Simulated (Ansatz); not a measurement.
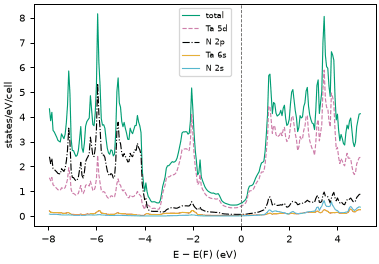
Figure: Total and projected density of states of TaN in space group P-62m (No. 189; Ta on 1a, Ta on 2d, N on 3f), the program Ansatz at the LDA level (PAW)

Question: Which orbitals carry the states next to the Fermi level?

Answer: Within 0.5 eV of the Fermi level: Ta 5d 80 %, N 2p 11 %. Projections are on Löwdin-orthogonalised atomic valence shells; empty p or d shells of many metals are not among them.

Question: Where is the tallest occupied peak in this window, and what makes it?

Answer: Near -5.9 eV, about 8.2 states/eV per cell; the largest projected share is N 2p.

The LDA relaxation kept the symmetry of its start. No spin polarisation was allowed. Spin–orbit coupling is left out wherever it is not named.

Potentials: the earlier of the program's two PAW sets. The files were generated under PBE; for other functionals the program regenerates the frozen cores, and for LDA and PBEsol the local potential too.
